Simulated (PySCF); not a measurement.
**Single-point calculation of InS**

- system: InS, multiplicity 2
- method: ROHF/lanl2dz (PySCF 2.14.0)

Some settings of this run were made unusual or wrong on purpose.

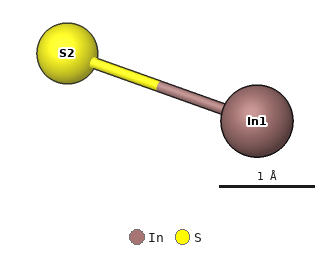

**Figure 1.** The structure as given in the input (ball-and-stick view, seen at a tilt; atoms are numbered from 1 in the order of the input). Sticks mark near contacts. Bond lengths as drawn: In–S 2.38 Å.

## Input file
```python
from pyscf import gto, scf

mol = gto.M(
    atom='In 0 0 0; S 0 0 2.375',
    basis='lanl2dz',
    ecp={'In': 'lanl2dz', 'S': 'lanl2dz'},
    charge=0,
    spin=1,
    verbose=4,
)
mf = scf.ROHF(mol)
mf = scf.addons.smearing_(mf, sigma=0.2, method='fermi')
mf.kernel()
mf.mulliken_pop()
mf.dip_moment()
print('orbital energies (hartree):', mf.mo_energy[..., max(0, mol.nelec[1]-3):mol.nelec[0]+3].round(4))
```

Run as:
```bash
OMP_NUM_THREADS=1 python input.py
```

## Output
```
PySCF version 2.14.0

[INPUT] verbose = 4
[INPUT] num. atoms = 2
[INPUT] num. electrons = 9
[INPUT] charge = 0
[INPUT] spin (= nelec alpha-beta = 2S) = 1
[INPUT] symmetry False subgroup None
[INPUT] Mole.unit = angstrom
[INPUT] Symbol           X                Y                Z      unit          X                Y                Z       unit  Magmom
[INPUT]  1 In     0.000000000000   0.000000000000   0.000000000000 AA    0.000000000000   0.000000000000   0.000000000000 Bohr   0.0
[INPUT]  2 S      0.000000000000   0.000000000000   2.375000000000 AA    0.000000000000   0.000000000000   4.488099545842 Bohr   0.0

nuclear repulsion = 4.01060623013053
number of shells = 8
number of NR pGTOs = 24
number of NR cGTOs = 16
basis = lanl2dz
ecp = {'In': 'lanl2dz', 'S': 'lanl2dz'}

******** <class 'pyscf.scf.smearing.SmearingRHF'> ********
method = SmearingRHF
initial guess = minao
damping factor = 0
level_shift factor = 0
DIIS = <class 'pyscf.scf.diis.CDIIS'>
diis_start_cycle = 1
diis_space = 8
diis_damp = 0
SCF conv_tol = 1e-09
SCF conv_tol_grad = None
SCF max_cycles = 50
direct_scf = True
direct_scf_tol = 1e-13

WARN: Invalid number of electrons 9 for RHF method.

Set gradient conv threshold to 3.16228e-05
Initial guess from minao.
init E= -1.31021329191534
    sigma = 0.2  Optimized mu = -0.0262496375824  entropy = 12.1967156146
    Total E(T) = -10.0051647708284  Free energy = -12.4445078937437  E0 = -11.224836332286
cycle= 1 E= -10.0051647708284  delta_E= -8.69  |g|= 0.519  |ddm|= 4.13
    sigma = 0.2  Optimized mu = -0.367006678211  entropy = 8.69827326865
    Total E(T) = -10.7354536828972  Free energy = -12.4751083366276  E0 = -11.6052810097624
cycle= 2 E= -10.7354536828972  delta_E= -0.73  |g|= 0.47  |ddm|=  1.8
    sigma = 0.2  Optimized mu = -0.278432732648  entropy = 10.3229428787
    Total E(T) = -10.7213762713258  Free energy = -12.7859648470563  E0 = -11.753670559191
cycle= 3 E= -10.7213762713258  delta_E= 0.0141  |g|= 0.0734  |ddm|= 0.631
    sigma = 0.2  Optimized mu = -0.250079522634  entropy = 10.4853307372
    Total E(T) = -10.6955322472134  Free energy = -12.7925983946545  E0 = -11.744065320934
cycle= 4 E= -10.6955322472134  delta_E= 0.0258  |g|= 0.00435  |ddm|= 0.117
    sigma = 0.2  Optimized mu = -0.252129914575  entropy = 10.4906705579
    Total E(T) = -10.6944864641908  Free energy = -12.7926205757744  E0 = -11.7435535199826
cycle= 5 E= -10.6944864641908  delta_E= 0.00105  |g|= 0.000576  |ddm|= 0.0093
    sigma = 0.2  Optimized mu = -0.251888011292  entropy = 10.4882533818
    Total E(T) = -10.6949705859644  Free energy = -12.7926212623327  E0 = -11.7437959241485
cycle= 6 E= -10.6949705859644  delta_E= -0.000484  |g|= 0.000242  |ddm|= 0.00208
    sigma = 0.2  Optimized mu = -0.251845976305  entropy = 10.4889408405
    Total E(T) = -10.6948331775375  Free energy = -12.7926213456337  E0 = -11.7437272615856
cycle= 7 E= -10.6948331775375  delta_E= 0.000137  |g|= 3.52e-05  |ddm|= 0.000531
    sigma = 0.2  Optimized mu = -0.25185052357  entropy = 10.4888947647
    Total E(T) = -10.6948423942873  Free energy = -12.7926213472269  E0 = -11.7437318707571
cycle= 8 E= -10.6948423942873  delta_E= -9.22e-06  |g|= 4.36e-06  |ddm|= 5.43e-05
    sigma = 0.2  Optimized mu = -0.251850880616  entropy = 10.4888862213
    Total E(T) = -10.6948441029987  Free energy = -12.7926213472622  E0 = -11.7437327251304
cycle= 9 E= -10.6948441029987  delta_E= -1.71e-06  |g|= 2.7e-07  |ddm|= 9.72e-06
    sigma = 0.2  Optimized mu = -0.251850910171  entropy = 10.4888859752
    Total E(T) = -10.6948441522157  Free energy = -12.7926213472624  E0 = -11.743732749739
cycle= 10 E= -10.6948441522157  delta_E= -4.92e-08  |g|= 4.91e-08  |ddm|= 8.44e-07
    sigma = 0.2  Optimized mu = -0.251850906996  entropy = 10.4888859362
    Total E(T) = -10.6948441600156  Free energy = -12.7926213472624  E0 = -11.743732753639
cycle= 11 E= -10.6948441600156  delta_E= -7.8e-09  |g|= 2.86e-08  |ddm|= 5.71e-08
    sigma = 0.2  Optimized mu = -0.251850903927  entropy = 10.4888859366
    Total E(T) = -10.6948441599379  Free energy = -12.7926213472624  E0 = -11.7437327536001
cycle= 12 E= -10.6948441599379  delta_E= 7.77e-11  |g|= 2.6e-08  |ddm|= 1.48e-08
    sigma = 0.2  Optimized mu = -0.251850908091  entropy = 10.4888857988
    Total E(T) = -10.6948441875107  Free energy = -12.7926213472624  E0 = -11.7437327673865
```

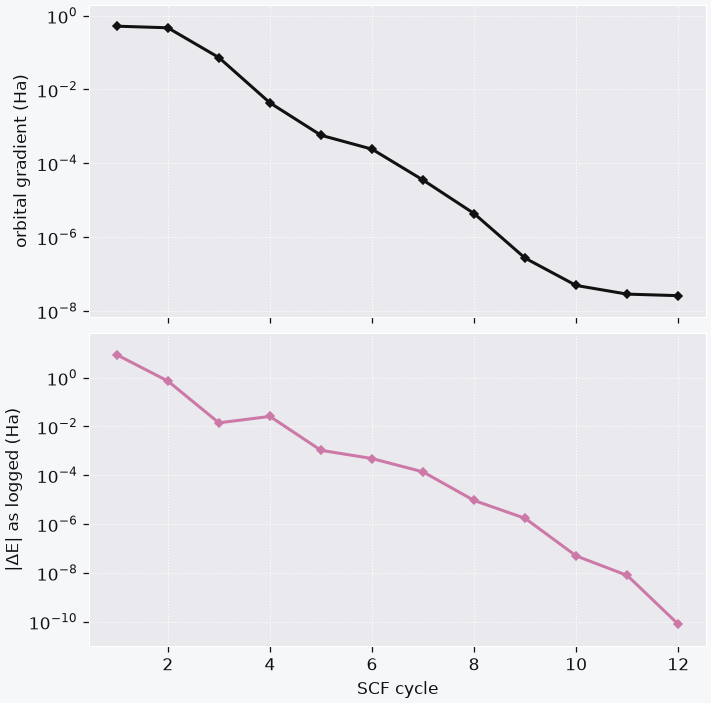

**Figure 2.** Convergence of the self-consistent field: orbital gradient and size of the energy change against the SCF cycle. The residual falls at every step.

```
Extra cycle  E= -10.6948441875107  delta_E= -2.76e-08  |g|= 2.35e-08  |ddm|= 8.15e-08
converged SCF energy = -10.6948441875107
 ** Mulliken pop  **
pop of  0 In 5s           0.24245
pop of  0 In 6s           0.89915
pop of  0 In 5px          0.30932
pop of  0 In 5py          0.30932
pop of  0 In 5pz          0.31852
pop of  0 In 6px          0.38149
pop of  0 In 6py          0.38149
pop of  0 In 6pz          0.33602
pop of  1 S 3s            1.04483
pop of  1 S 4s            0.85963
pop of  1 S 3px           0.66022
pop of  1 S 3py           0.66022
pop of  1 S 3pz           0.68542
pop of  1 S 4px           0.65995
pop of  1 S 4py           0.65995
pop of  1 S 4pz           0.59204
 ** Mulliken atomic charges  **
charge of    0In =     -0.17775
charge of    1S =      0.17775
Dipole moment(X, Y, Z, Debye):  0.00000, -0.00000,  3.13854
orbital energies (hartree): [-0.4892 -0.3847 -0.3847 -0.2391 -0.0341 -0.0341  0.0444]
```

## What the run reported

- outcome: converged
- SCF energy: −10.694844 hartree
- dipole moment: 3.14 D
- hardware: 1 CPU thread, shared host

Some settings of this run were drawn to be unusual or wrong. It converged; results that depend on the unusual settings are not reference values. Notes on the run: Invalid number of electrons.
